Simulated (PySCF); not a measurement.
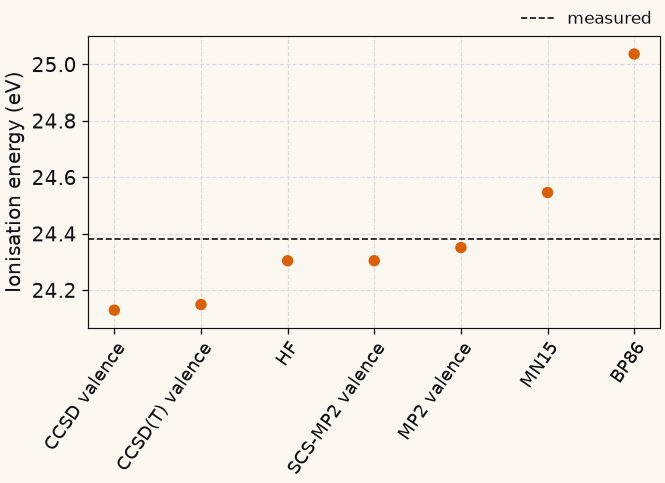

The ionisation energy of an atom or ion with 5 electrons in the configuration [He] 2s² 2p by several methods. PySCF, x2c-SVPall, spin-free X2C-1e, unrestricted single determinants, no spin-orbit coupling. Methods marked “valence” freeze 2 core electrons.

Which atom or ion is it?

Answer. C⁺. The values run from 24.129 eV (CCSD valence) to 25.037 eV (BP86). The measured value is 24.383 eV; nearest to it come MP2 valence (−0.032) and SCS-MP2 valence (−0.078), furthest BP86 (+0.654 eV).

Known limits: large double amplitudes; spin-orbit shift not estimated.
